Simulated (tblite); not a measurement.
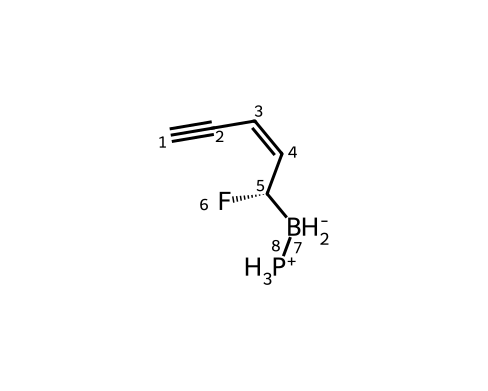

A structural formula, with wedges where it has stereocentres; small numbers name the atoms. The configuration is that of a computed structure (GFN2-xTB).

Q: Give the R/S and E/Z labels.

A: C5: S; C3=C4: Z.

Q: Write the isomeric SMILES.

A: C#C/C=C\[C@@H](F)[BH2-][PH3+]
